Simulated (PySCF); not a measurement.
# BBrH5P: electronic excitations at several levels of theory, part 2 of 2

PySCF 2.14.0. Atoms count from 0. Earlier steps stand in the parts before.

## 10. Ultraviolet spectrum: PBE0/def2-TZVP

What the job is given:

```
{"job": {"kind": "uv", "xc": "PBE0", "basis": "def2-TZVP"}, "charge": 0, "multiplicity": 1}
P      0.372769     0.167782     0.503998
B     -1.482343    -0.419669     0.424378
Br    -2.459892     1.289620     0.868395
H      0.791256     0.694391     1.746901
H      1.404129    -0.769192     0.235306
H      0.715827     1.220742    -0.373958
H     -1.593727    -1.272238     1.281000
H     -1.662297    -0.788471    -0.717569
```

With the program's defaults for keys left out, this is: TDDFT PBE0/def2-TZVP, vertical, gas phase, core orbitals frozen in the response.

Log:

```text
coarse grid: 31288 points
cycle   1  E = -2942.9055194017  dE = -1.019e+00  |g| = 3.480e-01  |ddm| = 1.990e+00
cycle   2  E = -2942.9138961900  dE = -8.377e-03  |g| = 2.614e-01  |ddm| = 7.062e-01
cycle   3  E = -2942.9338394120  dE = -1.994e-02  |g| = 6.473e-02  |ddm| = 3.449e-01
cycle   4  E = -2942.9349264613  dE = -1.087e-03  |g| = 1.009e-02  |ddm| = 5.442e-02
cycle   5  E = -2942.9349479127  dE = -2.145e-05  |g| = 6.745e-03  |ddm| = 1.484e-02
cycle   6  E = -2942.9349596966  dE = -1.178e-05  |g| = 7.047e-04  |ddm| = 6.461e-03
cycle   7  E = -2942.9349597830  dE = -8.639e-08  |g| = 1.396e-04  |ddm| = 7.000e-04
final grid: 63072 points
cycle   8  E = -2942.9349419387  dE = -1.438e-08  |g| = 1.316e-04  |ddm| = 1.056e-03
cycle   9  E = -2942.9349419393  dE = -5.884e-10  |g| = 1.272e-04  |ddm| = 2.171e-04
cycle  10  E = -2942.9349419414  dE = -2.046e-09  |g| = 6.849e-06  |ddm| = 9.282e-05
cycle  11  E = -2942.9349419414  dE = -1.182e-11  |g| = 1.820e-06  |ddm| = 7.775e-06
converged SCF energy = -2942.9349419414

Static polarisability (au): isotropic 63.175, principal 50.923 58.800 79.802

Singlet excitations
state   eV       nm        f      main configurations
  1   5.8462    212.1   0.00063   H->L 0.98
  2   5.9580    208.1   0.02324   H-1->L 0.97
  3   6.2471    198.5   0.00940   H->L+1 0.96
  4   6.3049    196.6   0.00535   H-1->L+1 0.99
  5   6.4817    191.3   0.00311   H->L+2 0.98
  6   6.6759    185.7   0.07482   H-1->L+2 0.90
  7   6.7840    182.8   0.00018   H->L+3 0.99
  8   6.9648    178.0   0.04002   H-1->L+3 0.93
  9   7.4763    165.8   0.01727   H->L+4 0.97
 10   7.6677    161.7   0.01418   H-1->L+4 0.92

Triplet excitations (Tamm-Dancoff, eV): 5.5485 5.5820 6.0187 6.0859
```

It took 15 s on 1 thread of Arm Neoverse V1, shared host; peak memory 0.65 GiB.

This run: HOMO -7.26 eV, LUMO -0.18 eV; lowest singlet 5.85 eV.

## 11. Ultraviolet spectrum: PBE0/aug-cc-pVDZ

Settings changed since step 10:

```diff
@@ -1,2 +1,2 @@
-{"job": {"kind": "uv", "xc": "PBE0", "basis": "def2-TZVP"}, "charge": 0, "multiplicity": 1}
+{"job": {"kind": "uv", "xc": "PBE0", "basis": "aug-cc-pVDZ"}, "charge": 0, "multiplicity": 1}
 P      0.372769     0.167782     0.503998
```

Level: TDDFT PBE0/aug-cc-pVDZ, vertical, gas phase, core orbitals frozen in the response.

Log:

```text
coarse grid: 31288 points
cycle   1  E = -2942.8630041942  dE = -9.702e-01  |g| = 2.439e-01  |ddm| = 6.394e+00
cycle   2  E = -2942.8688067858  dE = -5.803e-03  |g| = 2.341e-01  |ddm| = 1.742e+00
cycle   3  E = -2942.8900676256  dE = -2.126e-02  |g| = 2.500e-02  |ddm| = 7.600e-01
cycle   4  E = -2942.8902242024  dE = -1.566e-04  |g| = 1.084e-02  |ddm| = 1.091e-01
cycle   5  E = -2942.8902598858  dE = -3.568e-05  |g| = 3.484e-03  |ddm| = 3.109e-02
cycle   6  E = -2942.8902637604  dE = -3.875e-06  |g| = 6.453e-04  |ddm| = 1.223e-02
final grid: 63072 points
cycle   7  E = -2942.8902291272  dE = -2.063e-08  |g| = 6.731e-04  |ddm| = 8.069e-03
cycle   8  E = -2942.8902290805  dE =  4.677e-08  |g| = 7.757e-04  |ddm| = 4.122e-03
cycle   9  E = -2942.8902292777  dE = -1.972e-07  |g| = 6.682e-05  |ddm| = 2.208e-03
cycle  10  E = -2942.8902292791  dE = -1.480e-09  |g| = 7.617e-06  |ddm| = 1.703e-04
cycle  11  E = -2942.8902292792  dE = -2.137e-11  |g| = 1.226e-06  |ddm| = 3.213e-05
converged SCF energy = -2942.8902292792

Static polarisability (au): isotropic 67.786, principal 55.420 63.458 84.481

Singlet excitations
state   eV       nm        f      main configurations
  1   5.7260    216.5   0.00067   H->L 0.87, H->L+1 0.12
  2   5.8298    212.7   0.00494   H-1->L 0.76, H-1->L+1 0.23
  3   5.8877    210.6   0.00570   H->L+1 0.83, H->L 0.12
  4   6.0890    203.6   0.07994   H-1->L+1 0.61, H-1->L 0.19, H->L+2 0.14
  5   6.2768    197.5   0.05510   H->L+2 0.84, H-1->L+1 0.09
  6   6.3181    196.2   0.00496   H-1->L+2 0.95
  7   6.3806    194.3   0.00091   H->L+3 0.90
  8   6.5272    190.0   0.01052   H-1->L+3 0.92
  9   6.7497    183.7   0.03418   H->L+4 0.87
 10   6.9187    179.2   0.03636   H-1->L+4 0.89

Triplet excitations (Tamm-Dancoff, eV): 5.5742 5.6011 5.7424 5.7818
```

It took 12 s on 1 thread of Arm Neoverse V1, shared host; peak memory 0.56 GiB.

This run: HOMO -7.26 eV, LUMO -0.65 eV; lowest singlet 5.73 eV.

## 12. Comparing the runs: electronic excitations

Excitations and ground-state properties, with basis size and wall time:

| run | lowest singlet (eV) | brightest (eV) | f | gap (eV) | α (Å³) | μ (D) | functions | time |
| --- | --- | --- | --- | --- | --- | --- | --- | --- |
| B3LYP/def2-SVPD | 5.66 | 6.19 | 0.110 | 6.53 | 10.19 | 5.13 | 125 | 24 s |
| PBE0/def2-SVPD | 5.86 | 6.43 | 0.088 | 7.03 | 10.07 | 5.19 | 125 | 25 s |
| BHandHLYP/def2-SVPD | 6.52 | 6.93 | 0.071 | 8.75 | 9.76 | 5.39 | 125 | 33 s |
| CAM-B3LYP/def2-SVPD | 6.28 | 6.73 | 0.059 | 9.10 | 9.96 | 5.33 | 125 | 32 s |
| wB97X-D/def2-SVPD | 6.34 | 7.40 | 0.062 | 10.57 | 9.94 | 5.33 | 125 | 27 s |
| LC-wPBE/def2-SVPD | 6.79 | 8.28 | 0.078 | 11.53 | 9.67 | 5.49 | 125 | 36 s |
| PBE0/6-31G* | 5.98 | 6.17 | 0.037 | 7.23 | 7.98 | 5.44 | 74 | 5 s |
| PBE0/def2-SVP | 5.97 | 6.88 | 0.082 | 7.19 | 8.03 | 5.30 | 89 | 6.2 s |
| PBE0/def2-TZVP | 5.85 | 6.68 | 0.075 | 7.08 | 9.36 | 5.10 | 146 | 15 s |
| PBE0/aug-cc-pVDZ | 5.73 | 6.09 | 0.080 | 6.61 | 10.04 | 5.17 | 131 | 12 s |

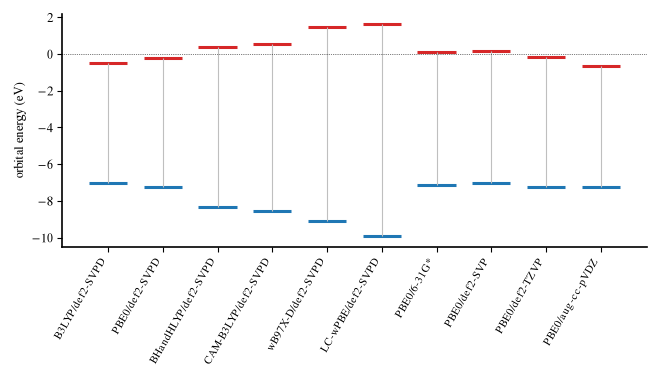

HOMO (blue) and LUMO (red) run by run.

## 13. Summary of results

What follows sums up all 2 parts.

| quantity | value |
| --- | --- |
| lowest singlet (B3LYP/def2-SVPD) | 5.66 eV (219 nm), f = 0.000 |
| brightest single state of those computed | state 6, 6.19 eV, f = 0.110 |
| lowest triplet | 5.45 eV |
| vertical ionisation energy (ΔSCF) | 9.53 eV |
| range of the lowest singlet | 5.66 to 6.79 eV |

In words: Single values in the summary come from the first sound run of each kind (B3LYP/def2-SVPD), which need not be the best level. The first singlet state (HOMO→LUMO 0.83, HOMO→LUMO+1 0.16) lies at 5.66 eV and is dark; of the 10 states computed, the strongest absorption comes from state 6 at 6.19 eV. The lowest triplet lies 0.20 eV below the lowest singlet (triplets in Tamm-Dancoff, singlets in full TDDFT). The orbital energy would give 7.03 eV for ionisation, ΔSCF gives 9.53 eV. The lowest singlet runs from 5.66 eV (B3LYP/def2-SVPD) to 6.79 eV (LC-wPBE/def2-SVPD), while the orbital gap spans 6.53 to 11.53 eV. The lowest state need not be the same one in every run. The runs solved for a few states only, so the brightest column depends on that window.
